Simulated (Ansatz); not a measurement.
# C2H7Ga: single-point calculation

The run: single-point calculation of C2H7Ga. Method and program: RKS PBE0-D4/def2-TZVPP (Ansatz 0.2.0).

The geometry is the product side of a reaction. The geometry comes from this level: PBE0-D4/def2-TZVP.

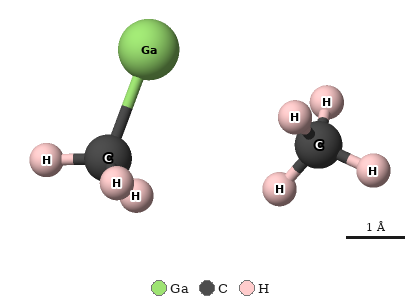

**Figure 1.** The structure as given in the input (ball-and-stick view, seen at a tilt). Sticks mark near contacts.

Input file:
```yaml
crystal:
  periodic: [false, false, false]
  atoms:
    - {symbol: Ga, position_ang: [0.371758, -0.240563, 2.097488]}
    - {symbol: C, position_ang: [0.368260, 1.549657, -0.991248]}
    - {symbol: H, position_ang: [-0.283427, 0.687760, -1.132539]}
    - {symbol: C, position_ang: [-0.436207, -1.669415, 0.891576]}
    - {symbol: H, position_ang: [0.039537, 2.126742, -0.126128]}
    - {symbol: H, position_ang: [1.393487, 1.212898, -0.834933]}
    - {symbol: H, position_ang: [0.329748, 2.181667, -1.878205]}
    - {symbol: H, position_ang: [0.216548, -1.889687, 0.038690]}
    - {symbol: H, position_ang: [-1.408095, -1.353695, 0.493866]}
    - {symbol: H, position_ang: [-0.591709, -2.605263, 1.441534]}
basis:
  gaussian: {orbitals: def2-TZVPP}
hamiltonian: {xc: pbe0, dispersion: d4}
output: {orbitals: {seedname: orbitals}}
```

Launched with:
```bash
ansatz run in.yaml --threads 4 --pin off --events-out ev --progress --plain --max-ram 9574MiB
```

Output:
```
Functional definition: PBE0
  name "PBE0"
  cite "Adamo & Barone, J. Chem. Phys. 110, 6158 (1999) doi:10.1063/1.478522"
  cite "Perdew, Burke & Ernzerhof, Phys. Rev. Lett. 77, 3865 (1996) doi:10.1103/PhysRevLett.77.3865"
  parent pbe
  parameter a = 0.25
  parameter kappa = 0.804
  parameter beta = 0.06672455060314922
  exchange = (1 - a)*pbe_x(kappa = kappa, mu = beta*pi^2/3) + a*exact_x
  correlation = pbe_c(beta = beta)
1186 factors; their error is unknown
mean field evaluation 1: about -54544.8288 eV, gradient 7.3e1 eV
mean field evaluation 2: about -54536.1540 eV, gradient 8.6e1 eV
mean field evaluation 4: about -54556.6665 eV, gradient 5.7e0 eV
mean field evaluation 8: about -54556.7296 eV, gradient 6.7e-2 eV
mean field evaluation 16: about -54556.9098 eV, gradient 6.2e-5 eV
mean field -54556.90975659 eV, -2004.9294535531 hartree, gradient 6.2e-5 eV, S^2 0.000000; 0 other end points of the search recorded, 0 dependent functions left out
reference -54556.90978800 eV, -2004.9294547075 hartree; 25, 25 occupied and 183, 183 virtual orbitals, 1186 factors
Total energy: -54557.03806849 eV, -2004.9341689286 hartree
```

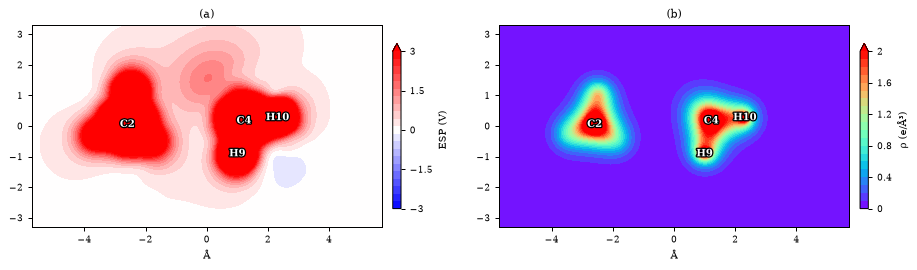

**Figure 2.** (a) molecular electrostatic potential; (b) electron density on the plane of atoms H9, C4 and H10. The section cuts through C and H sites. C–H (1.10 Å): ρ at the midpoint is about 1.9 e/Å³. The potential has no marked negative region in this plane.

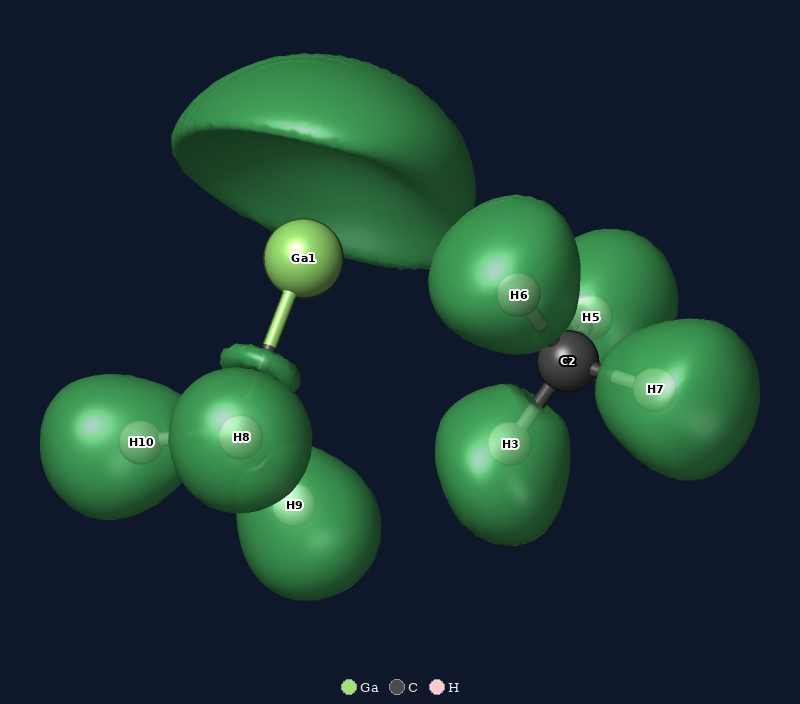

**Figure 3.** Isosurface of the ELF at 0.85 (green), seen at a tilt. Core shells and regions of very low density are left out. Along the contacts the grid gives the following. C2···Ga1 (3.57 Å): the ELF is only about 0 between them; a non-bonded, intermolecular contact. C–Ga (2.04 Å): the ELF peaks at about 0.90 in the valence shell of C, 0.7 Å from its nucleus, and is about 0.55 at the midpoint.

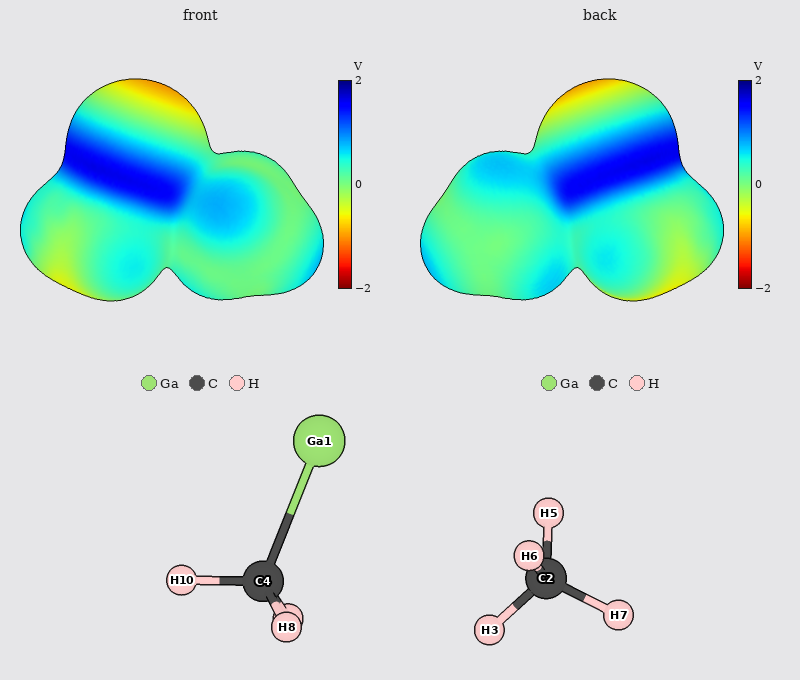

**Figure 4.** The molecular electrostatic potential painted on the density surface at 0.002 e/bohr³, seen face on and from behind; the colour scale runs from red (negative) to blue (positive). The bare structure is drawn below in the same view. A positive charge is drawn to the negative regions and a negative charge to the positive ones.

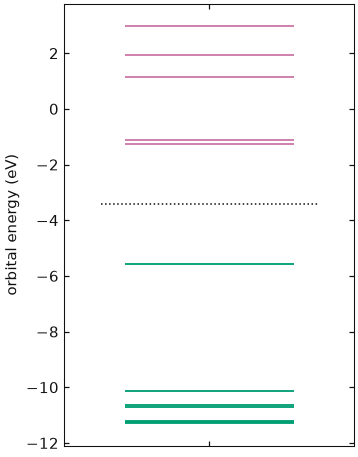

**Figure 5.** Orbital energies near the frontier; the dotted line parts filled from empty levels, and levels within 0.02 eV of each other stand side by side. Highest filled −5.58 eV, lowest empty −1.26 eV, 4.32 eV apart.

Results in brief:

| quantity | value |
| --- | --- |
| outcome | converged |
| total energy | −54557.0381 eV |
| mean-field energy | −54556.9098 eV |
| dispersion energy | −0.1283 eV |
| SCF solution under orbital rotations | stable |
| HOMO | −5.58 eV |
| LUMO | −1.26 eV |
| hardware | 4 threads of Arm Neoverse N1, 23 GiB of memory available, shared host |
| wall time | 3 s (CPU time 11 s) |
| peak memory | 0.44 GiB |
